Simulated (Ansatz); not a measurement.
# What AlBiSe3 (model cell, started as cubic perovskite with Al in the octahedra) distorts into, part 2 of 3

Aim: this structure of AlBiSe3 (model cell, started as cubic perovskite with Al in the octahedra) is to be tested for unstable modes, and one is followed downhill.

Ansatz 0.2.0; DFT PBEsol, scalar-relativistic, plane waves, PAW.

So far, highest frequency on the path or at a solved wavevector (cm⁻¹): step 2 (phonons on a q mesh) 341. Also lowest frequency on the path (cm⁻¹): step 2 -157.

The structure was built from a prototype and need not be the compound's stable phase.

## Step 4: The mode frozen in, largest atomic shift 0.6 Å

The atoms are moved along the unstable eigenvector, the largest shift by 0.6 Å, with the cell fixed.

input.yaml

```yaml
crystal:
  lattice:
    - [4.8529979444, 4.8529979444, 0.0]
    - [4.8529979444, 0.0, 4.8529979444]
    - [4.8529979444, 0.0, -4.8529979444]
  atoms:
    - { symbol: Bi, position: [0.0, 0.0, 1.0] }
    - { symbol: Bi, position: [0.0, 0.5, 0.5] }
    - { symbol: Al, position: [0.5, 0.25, 0.75] }
    - { symbol: Al, position: [0.5, 0.75, 0.25] }
    - { symbol: Se, position: [0.4125769115, 0.5, 0.5] }
    - { symbol: Se, position: [0.5874230885, 0.0, 0.0] }
    - { symbol: Se, position: [0.0, 0.0874230885, 0.5] }
    - { symbol: Se, position: [0.0, 0.4125769115, 0.0] }
    - { symbol: Se, position: [0.5874230885, -0.0874230885, 0.5] }
    - { symbol: Se, position: [0.4125769115, 0.5874230885, 0.0] }
kpoints:
  mp_grid: { grid: [6, 6, 6] }
hamiltonian:
  xc: pbesol
scf:
  occupations: { method: methfessel_paxton, width: 0.15 }
output:
  forces: true
  stress: true
  eigenvalues: true
```

Launch:

```sh
$ ansatz run input.yaml --threads 8 --pin off --max-ram 14336MiB --backend cpu --events-out ev --progress --plain --runs-dir out
```

Numbers of over 12 decimals in the logs are rounded to 6 here.

What it wrote:

```text
[...]
Crystal: 10 atoms, lattice volume = 228.592 Å³
Basis set: ecut = 420 eV, 4477 PW (Γ), exchange–correlation on 96×96×96 points (8 copies of the dense FFT grid, shifted against one another)
Bands: 80, of which v1, the nominal top of the filled ones, is band 66 counted from 1 (65 counted from 0)
Symmetry: 12 space group operations
[...]
k-points: 32 of 216
[...]
k-point 0: bands = [... 62 lower, 8.6448, 8.6829, 9.1898, 9.1898, 11.1129, 11.3178, 12.5332, 12.7235, ... 10 higher]
  k-point 1: bands = [... 62 lower, 8.6354, 8.7873, 9.1111, 9.1111, 10.5440, 11.6277, 11.7837, 12.5818, ... 10 higher]
  k-point 2: bands = [... 62 lower, 8.6904, 8.6965, 8.8562, 8.8562, 9.5078, 10.3422, 12.1638, 12.3845, ... 10 higher]
  k-point 31: bands = [... 62 lower, 8.5340, 8.5340, 8.7805, 8.7805, 10.3516, 10.3516, 11.0329, 11.0329, ... 10 higher]
[key lines of the parts left out:]
SCF converged after 7 iterations
Free energy (F): -58082.306004 eV
Fermi energy:    9.453607 eV
P = ⅓ Tr σ = 1.3210 GPa (13.210 kbar)
```

Elapsed: 5 s, on 8 threads of Intel Xeon 6975P-C (Granite Rapids), shared host; peak memory 1.3 GiB.

This step gave:

```yaml
pressure: 1.321 GPa
energy_from_the_undistorted_cell: -241.1 meV/atom
```

The energy, extrapolated to zero smearing, is -241.12 meV/atom against the undistorted cell.

The run ends at a pressure of 1.32 GPa, with forces up to 7.1e-4 eV/Å.

## Step 5: Energy along the mode, all amplitudes (two of the runs are shown above)

An imaginary frequency means negative curvature, so the energy should fall and then rise again as anharmonic terms take over.

This step gave:

| Item | Value |
| --- | --- |
| depth at the lowest point sampled | 241.1 meV/atom |
| largest atomic shift at that point | 0.6 Å |

Energy from the parent against largest atomic shift:

```csv
largest atomic shift (Å),energy from the parent (meV/atom)
0.000,0
0.040,-2.79
0.080,-10.7
0.140,-30.7
0.220,-70.0
0.320,-131
0.450,-203
0.600,-241
```

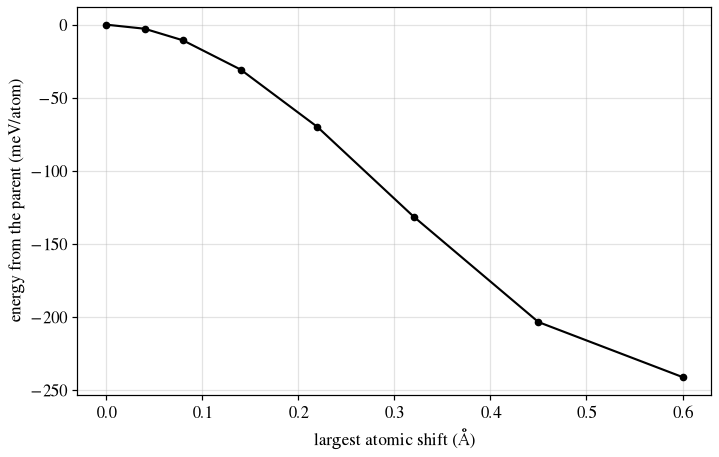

Energy from the parent, plotted against largest atomic shift.

Displacement at unit largest shift by atom:

```csv
atom,x (Å),y (Å),z (Å),size
Bi1,0.000,0.000,0.000,0.000
Bi2,0.000,0.000,0.000,0.000
Al3,0.000,0.000,0.000,0.000
Al4,0.000,0.000,0.000,0.000
Se5,-0.707,-0.707,0.000,1.000
Se6,0.707,0.707,0.000,1.000
Se7,0.707,0.000,0.707,1.000
Se8,-0.707,0.000,-0.707,1.000
Se9,0.000,0.707,-0.707,1.000
Se10,0.000,-0.707,0.707,1.000
```

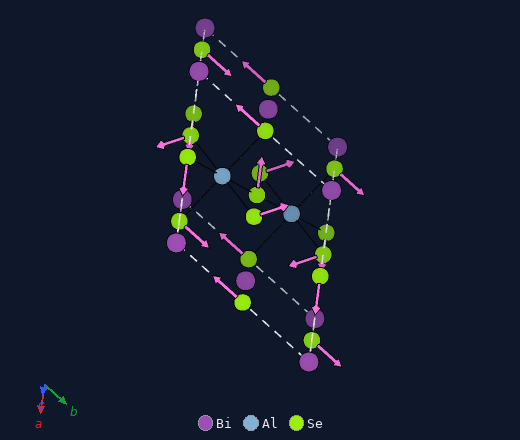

Displacement at unit largest shift as arrows, the longest 1.000 Å. Some periodic images of atoms are drawn too.

The lowest of the steps tried is the last one, at 0.6 Å, 241 meV/atom below the parent; the bottom of the well need not coincide with a step.

## Step 6: Relaxation from the frozen mode

Starting from the lowest point found, all atoms and the cell are let go, so that strain and other modes of the same symmetry can join in.

input.yaml: that of step 4 with these lines changed.

```diff
@@ -26 +26,6 @@
   eigenvalues: true
+relax:
+  adjacent_minimum: "off"
+  f_tol: 0.002
+  max_steps: 120
+  cell: { stress_tol: 0.03 }
```

What it wrote:

```text
[...]
Crystal: 10 atoms, lattice volume = 228.592 Å³
Basis set: ecut = 420 eV, 4477 PW (Γ), exchange–correlation on 96×96×96 points (8 copies of the dense FFT grid, shifted against one another)
Bands: 80, of which v1, the nominal top of the filled ones, is band 66 counted from 1 (65 counted from 0)
Symmetry: 12 space group operations
[...]
k-points: 32 of 216
[...]
SCF iter   1: F=—  HF=-58082.312536 eV  |F-HF|=—  |Δ(HF+E_count)|=         —  Δρ=2.60e-3  dr2=1.46e-2  ethr=1.77e-3  ⟨swp⟩=6.9  Hψ=9918  notcnv=0  defer=11
[...]
SCF iter   7: F=-58082.306004 eV  HF=-58082.306004 eV  |F-HF|=6.78e-8  |Δ(HF+E_count)|=   6.14e-8  S|Δr|=    0.00e0  Δρ=5.49e-6  dr2=6.17e-8  ethr=7.58e-11  ⟨swp⟩=10.6  Hψ=11982  notcnv=0
SCF 1 converged in 7 iterations: F = -58082.306004 eV  dr2 = 6.17e-8
[...]
relax step   1: F+E_penalty+E_count = -58082.30600396 eV  Δ(F+E_penalty+E_count) = +0.000e0 eV  max|allowed force component| = 5.037e-4 eV/Å  Δτ_max = 0.0000 Å  P = +1.321 GPa  Ω = 228.592 Å³  (7 SCF iters, dr2 threshold 1.00e-7 eV, accepted)
Crystal: 10 atoms, lattice volume = 231.006 Å³
Basis set: ecut = 420 eV, 4505 PW (Γ), exchange–correlation on 96×96×96 points (8 copies of the dense FFT grid, shifted against one another)
[...]
SCF iter   6: F=-58082.458735 eV  HF=-58082.458735 eV  |F-HF|=3.06e-7  |Δ(HF+E_count)|=   9.91e-7  S|Δr|=    0.00e0  Δρ=1.24e-5  dr2=6.14e-7  ethr=7.58e-10  ⟨swp⟩=6.0  Hψ=13156  notcnv=0
SCF 2 converged in 6 iterations: F = -58082.458735 eV  dr2 = 6.14e-7
relax step   2: F+E_penalty+E_count = -58082.45873475 eV  Δ(F+E_penalty+E_count) = -1.527e-1 eV  max|allowed force component| = 5.349e-2 eV/Å  Δτ_max = 0.0296 Å  P = -0.281 GPa  Ω = 231.006 Å³  energy of the carried Pulay correction = -4.343e-4 eV  (6 SCF iters, dr2 threshold 1.00e-6 eV, accepted)
Crystal: 10 atoms, lattice volume = 230.312 Å³
Basis set: ecut = 420 eV, 4493 PW (Γ), exchange–correlation on 96×96×96 points (8 copies of the dense FFT grid, shifted against one another)
[...]
SCF iter   5: F=-58082.462851 eV  HF=-58082.462851 eV  |F-HF|=3.91e-8  |Δ(HF+E_count)|=   2.52e-7  S|Δr|=    0.00e0  Δρ=7.80e-6  dr2=1.73e-7  ethr=4.57e-10  ⟨swp⟩=7.8  Hψ=13267  notcnv=0
SCF 3 converged in 5 iterations: F = -58082.462851 eV  dr2 = 1.73e-7
[...]
relax step   3: F+E_penalty+E_count = -58082.46285137 eV  Δ(F+E_penalty+E_count) = -4.117e-3 eV  max|allowed force component| = 1.424e-2 eV/Å  Δτ_max = 0.0113 Å  P = +0.105 GPa  Ω = 230.312 Å³  energy of the carried Pulay correction = -3.227e-4 eV  (5 SCF iters, dr2 threshold 6.03e-7 eV, accepted)
[...]
relax step   4: F+E_penalty+E_count = -58082.46306425 eV  Δ(F+E_penalty+E_count) = -2.129e-4 eV  max|allowed force component| = 7.459e-4 eV/Å  Δτ_max = 0.0033 Å  P = -0.013 GPa  Ω = 230.640 Å³  energy of the carried Pulay correction = -3.727e-4 eV  (5 SCF iters, dr2 threshold 3.34e-8 eV, accepted)
Basis set: ecut = 420 eV, 4493 PW (Γ), exchange–correlation on 96×96×90 points (8 copies of the dense FFT grid, shifted against one another)
[...]
SCF iter   8: F=-58082.463689 eV  HF=-58082.463689 eV  |F-HF|=0.00e0  |Δ(HF+E_count)|=    0.00e0  S|Δr|=    0.00e0  Δρ=1.80e-8  dr2=1.62e-12  ethr=1.00e-12  ⟨swp⟩=4.4  Hψ=7868  notcnv=0
SCF 5 converged in 8 iterations: F = -58082.463689 eV  dr2 = 1.62e-12
[...]
relax step   5: F+E_penalty+E_count = -58082.46368881 eV  Δ(F+E_penalty+E_count) = -6.246e-4 eV  max|allowed force component| = 8.271e-4 eV/Å  Δτ_max = 0.0000 Å  P = -0.014 GPa  Ω = 230.640 Å³  stress off target by 2.84e-2 GPa  SCF on the basis re-selected at this cell (its energy is not comparable with the rows above)  (8 SCF iters)
basis re-selected at this cell: Δ(F+E_penalty+E_count) = -6.246e-4 eV, ΔP = -0.000 GPa vs the last step (what re-selecting the basis moved, of the pressure what is left beyond the Pulay correction that the steps carried, after the strain that the cell walked since its last selection, with what the two solves' SCF thresholds leave and, on support functions, any second-order correction that the steps lacked; it is no measure of the basis error at this ecutwfc). The dense FFT grid was sized anew with the basis: this SCF ran on 48×48×45 points, the steps before it on 48×48×48, so part of this shift can come from that change (see relax.cell in the input reference). [rest of the remark cut]
SCF converged after 8 iterations
[...]
Free energy (F): -58082.463689 eV
[...]
Internal energy: -58082.467493 eV  (E = F + TS)
E sigma→0 (E₀):  -58082.464640 eV
Entropy (-TS):   0.003804 eV (0.380 meV/atom)
Fermi energy:    9.334761 eV
[...]
--- Forces (eV/Å), atoms counted from 1 ---
  atom   1  Bi     0.00000000     0.00000000    -0.00000000
  atom   2  Bi    -0.00000000    -0.00000000     0.00000000
  atom   3  Al    -0.00000000     0.00000000     0.00000000
  atom   4  Al     0.00000000     0.00000000    -0.00000000
  atom   5  Se    -0.00082713    -0.00082713     0.00000000
  atom   6  Se     0.00082713     0.00082713    -0.00000000
  atom   7  Se     0.00082713    -0.00000000     0.00082713
  atom   8  Se    -0.00082713     0.00000000    -0.00082713
  atom   9  Se     0.00000000     0.00082713    -0.00082713
  atom  10  Se    -0.00000000    -0.00082713     0.00082713
  max |Σ_I F_I| component: 1.73e-17 eV/Å
--- Stress (GPa, compression-positive) ---
       -0.013800       0.007304       0.007304
        0.007304      -0.013800      -0.007304
        0.007304      -0.007304      -0.013800
  P = ⅓ Tr σ = -0.0138 GPa (-0.138 kbar)
--- Band table (eV; the first three rows and the last of 32) ---
  k-point 0: bands = [... 62 lower, 8.5750, 8.8909, 9.1274, 9.1274, 11.1846, 11.4767, 12.3893, 12.3893, ... 10 higher]
  k-point 1: bands = [... 62 lower, 8.3491, 8.6927, 9.0770, 9.0770, 10.6908, 11.6197, 11.9275, 12.1654, ... 10 higher]
  k-point 2: bands = [... 62 lower, 8.3966, 8.4168, 8.6084, 8.6084, 9.6531, 10.4552, 11.8759, 11.9105, ... 10 higher]
  k-point 31: bands = [... 62 lower, 8.3710, 8.3710, 8.8964, 8.8964, 10.1934, 10.1934, 11.0329, 11.0329, ... 10 higher]
--- Relaxed structure (4 steps of the walk, 4 accepted, 1 SCFs on fresh bases) ---
  F+E_penalty+E_count = -58082.46368881 eV   max|allowed force component| = 8.271e-4 eV/Å   (the final SCF, on the basis selected at the relaxed cell)
  cell:  # Å, volume = 230.6402 Å³
    - [4.988164, 4.988164, -5.551115123125783e-17]
    - [4.988164, 0.0, 4.988164]
    - [4.752535, 0.235629, -4.752535]
  atoms:
    - { symbol: Bi, position: [6.938893903907228e-18, -5.551115123125783e-17, 1.0] }
    - { symbol: Bi, position: [3.0357660829594124e-18, 0.5, 0.500000] }
    - { symbol: Al, position: [0.500000, 0.250000, 0.75] }
    - { symbol: Al, position: [0.500000, 0.750000, 0.250000] }
    - { symbol: Se, position: [0.407096, 0.5, 0.500000] }
    - { symbol: Se, position: [0.592904, -2.9044261624755348e-18, 3.207451288190056e-18] }
    - { symbol: Se, position: [3.469446951953614e-18, 0.092904, 0.5] }
    - { symbol: Se, position: [0.0, 0.407096, 0.0] }
    - { symbol: Se, position: [0.592904, -0.092904, 0.500000] }
    - { symbol: Se, position: [0.407096, 0.592904, -5.551115123125783e-17] }
```

Wall time 23 s (8 threads); peak memory 1.4 GiB.

Relaxation path:

```csv
step,energy less that of the first step (eV),largest force component (eV/Å),pressure (GPa),volume (Å³)
1,0.0000,0.0005,1.32,228.59
2,-0.1527,0.0535,-0.28,231.01
3,-0.1568,0.0142,0.10,230.31
4,-0.1571,0.0007,-0.01,230.64
5*,-0.1577,0.0008,-0.01,230.64
```

Relaxation steps marked * repeat the geometry before them on a plane-wave basis chosen anew for their cell, so energy and pressure can jump there.

The run keeps the 12 symmetry operations that it works with, so distortions that break them were not tested.

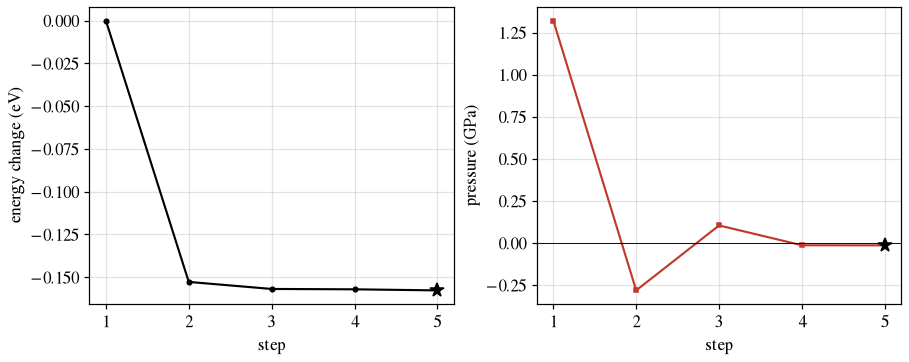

Energy and pressure along the relaxation. Stars mark steps on a basis chosen anew.

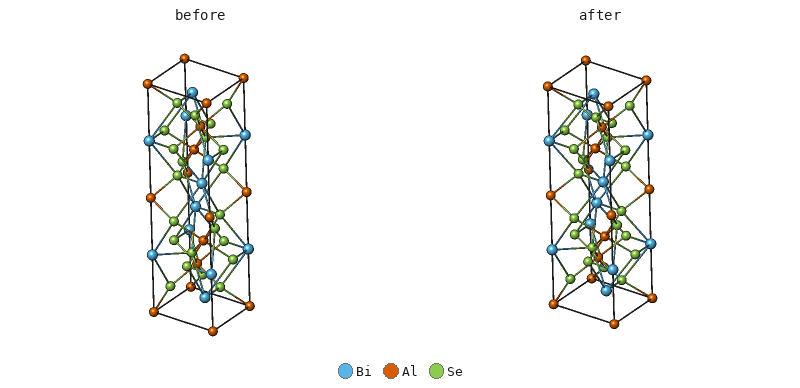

Before and after, at one scale. Bonds to atoms that aren't drawn are left out.

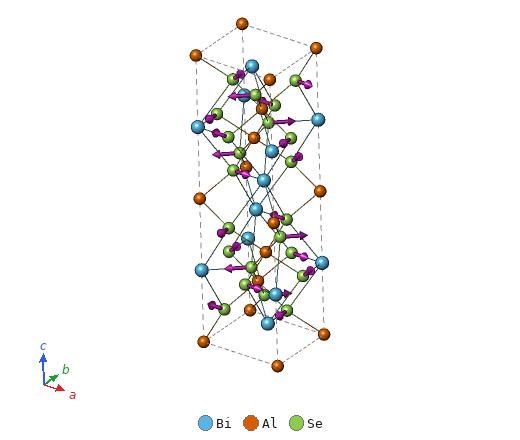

Displacements in the relaxation, exaggerated, measured against the changing cell; the longest in the cell stands for 0.04 Å. Bonds to atoms that aren't drawn are left out. Some periodic images of atoms are drawn too.

```csv
"conventional cell, symmetrised",before,after,change
a (Å),6.863,7.054,+2.8 %
b (Å),6.863,7.054,+2.8 %
c (Å),16.811,16.055,-4.5 %
volume (Å³/atom),22.86,23.06,+0.9 %
```

The atoms that moved most (Å, as changes of fractional coordinates times the final cell):

```
atom      dx      dy      dz  length
Se10   0.000  -0.027   0.027   0.039
 Se5  -0.027  -0.027   0.000   0.039
 Se9   0.000   0.027  -0.027   0.039
 Se7   0.027   0.000   0.027   0.039
 Se8  -0.027   0.000  -0.027   0.039
 Se6   0.027   0.027   0.000   0.039
```

This step gave:

```
pressure        : -0.01380 GPa
volume per atom : 23.06 Å³
```

The distorted start has space group R-3c; the relaxation ends in R-3c.

[end of part 2 of 3]

[Logs are printed without paths, hosts, clocks, repeated set-up lines and the standing remarks that a program may print on its own settings, such as how far it seeks lower states.]

[Hosts, paths, dates, database ids (printed as entryN), source tags and the programs' standing remarks are cut or masked in the printed files.]
